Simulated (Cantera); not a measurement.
Feed: 1 mol Si, 9.9 mol HCl, 5.5 mol N₂, a varied amount of Cl₂, held at 1223.15 K and 13300 Pa.

Cantera equilibrium calculation (NASA polynomials, part measured and part estimated; ideal gas, pure solids and liquids). Candidate condensed phases: NH₄Cl, Si, Si₃N₄; 28 gas species. The tables' values for SiCl₃ are old estimates; treat these amounts as uncertain. Rates play no part.

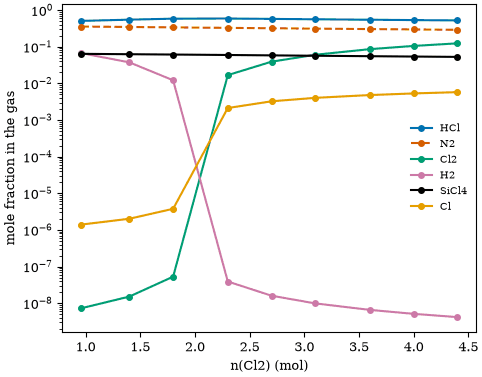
*Equilibrium gas composition (values under 1e-9 drawn at 1e-9)*

Q: Read off the mole fractions at 4.4 mol Cl₂.

A: HCl about 0.53, N₂ about 0.29, Cl₂ about 0.12, SiCl₄ about 0.053, Cl about 0.0058.
